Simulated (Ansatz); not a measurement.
Effect of C → W on TiC

Take TiC in the rock salt structure (space group Fm-3m, No. 225; a = 4.293 Å) as the base.

One thing is altered: full substitution C → W, then cell and atoms are relaxed.

Method: PBEsol/PAW in Ansatz (a program for electronic structure), spin-orbit coupling left out. Γ-centred 16×16×16 mesh, Fermi–Dirac width 0.05 eV, for the changed cell.

- Volume per atom: 17.27 Å³ (base 9.89 Å³)
- Density: 11.14 g/cm³ (base 5.03 g/cm³)
- Space group: Fm-3m (No. 225) (base Fm-3m (No. 225))
- Shortest interatomic distance: 2.585 Å (base 2.147 Å)
- Band gap: zero (base zero)

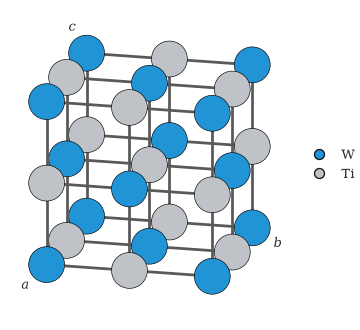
Fig. 1. The relaxed conventional cell after the change

Cost of the whole job for the changed cell (relaxation, final SCF and bands): very roughly 27 core-seconds.

No phonon test of stability was made. As relaxed here, TiW is a hypothetical phase, not in the database extracts checked. All final runs are without spin polarisation.
